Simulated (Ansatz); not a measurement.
**CH5N···H (doublet): density, localisation and related maps**

```yaml
atoms:
  - { symbol: H, position_ang: [-1.1918, -0.3942, 0.6084] }
  - { symbol: N, position_ang: [-0.6054, 0.5576, 0.0056] }
  - { symbol: C, position_ang: [0.7939, 0.2011, -0.1034] }
  - { symbol: H, position_ang: [-1.5033, -1.2411, 0.8001] }
  - { symbol: H, position_ang: [-1.0317, 0.4717, -0.9191] }
  - { symbol: H, position_ang: [1.2362, 0.1401, 0.8923] }
  - { symbol: H, position_ang: [1.3090, 1.0010, -0.6480] }
  - { symbol: H, position_ang: [0.9930, -0.7362, -0.6359] }
```

A transition-state structure; geometry: PBE0-D4/def2-TZVP.

Level of theory: UKS PBE0-D4/def2-TZVPP in Ansatz.

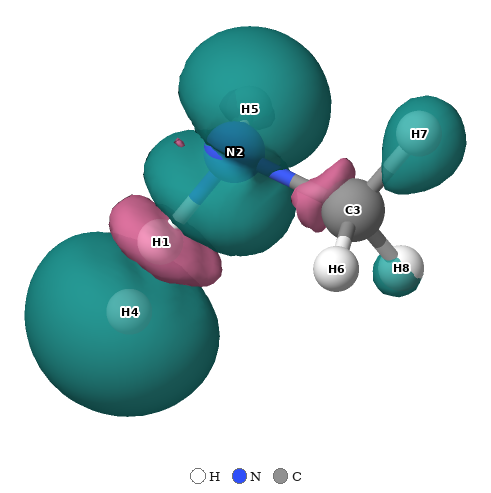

Figure 1. Isosurfaces of the spin density (α minus β) at +0.02 (teal) and −0.02 e/Å³ (pink), seen at a tilt.

### Where is the unpaired spin?

The unpaired spin (1 electron) lies mostly on N2 (about 0.5) and H4 (about 0.4), in electrons by Hirshfeld's partition.

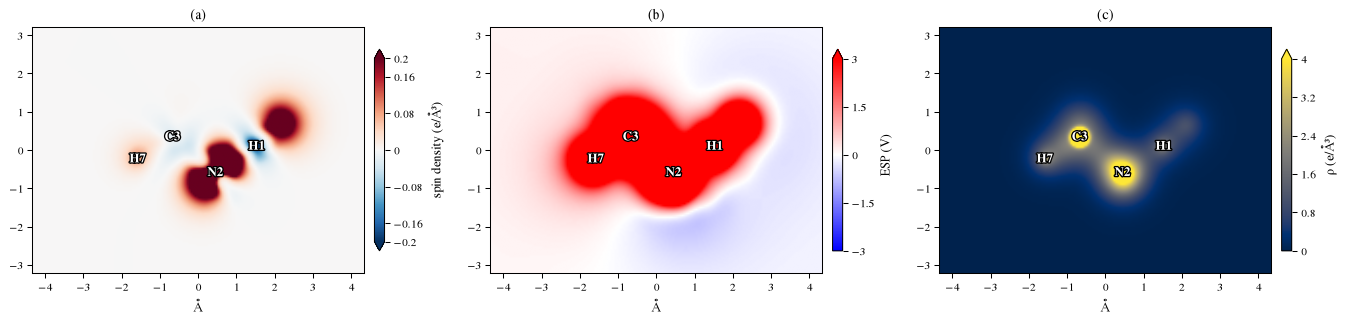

Figure 2. (a) spin density (α minus β); (b) molecular electrostatic potential; (c) electron density on the plane of atoms H1, N2 and C3.

### What does the map show?

- The section cuts through H, N and C sites.
- C–N (1.45 Å): the density is about 2 e/Å³ at the midpoint.
- C–H (1.10 Å): the density is about 2 e/Å³ at the midpoint.
- Outside the dense part of the complex the potential is most negative (−0.7 V) near N2.

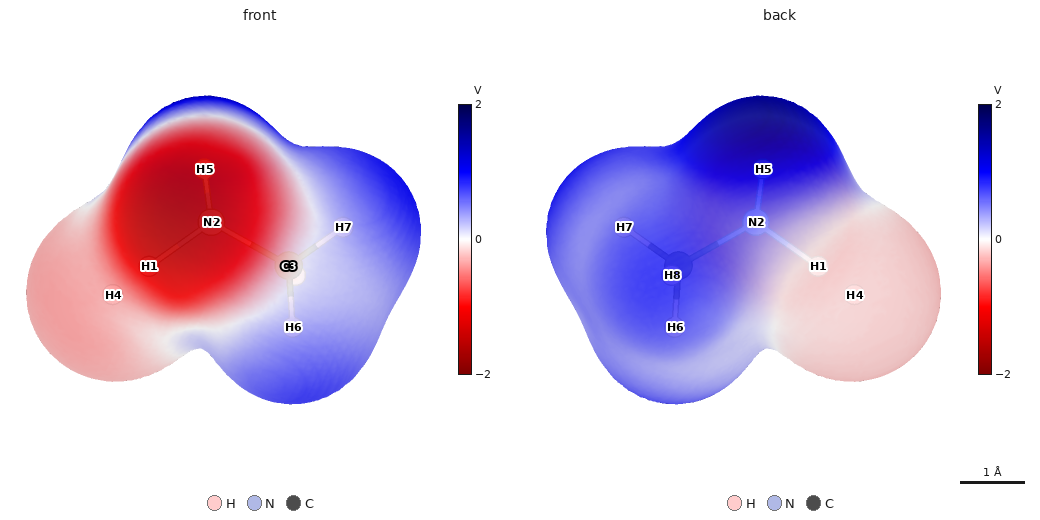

Figure 3. The electrostatic potential painted on the density surface at 0.002 e/bohr³, seen from the front and from behind; red is negative and blue positive.

### Describe the electrostatic potential map.

The most negative region (about −1.5 V, or −35 kcal/mol for a unit charge) lies over N2, the most positive (about +1.6 V, or +37 kcal/mol for a unit charge) over H5. N2 is the likeliest acceptor of a hydrogen bond.

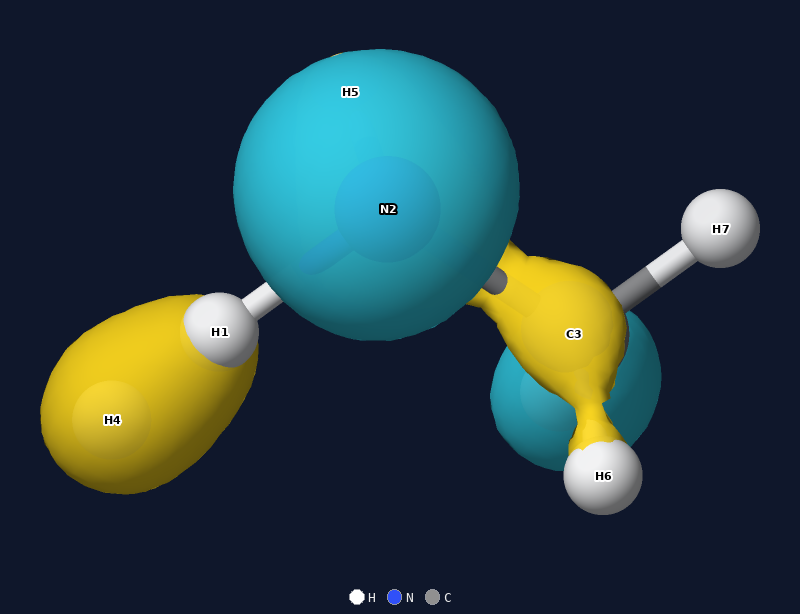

Figure 4. The HOMO (β) at ±0.2 Å⁻³ᐟ² (yellow and cyan are the two phases), seen across its widest extent.

### Describe this orbital and give its energy.

By Hirshfeld shares it lies mainly on N2 (about 60 %), C3 (about 10 %), H4 (about 10 %), H8 (about 5 %) and H1 (about 5 %). Its energy is −7.57 eV.
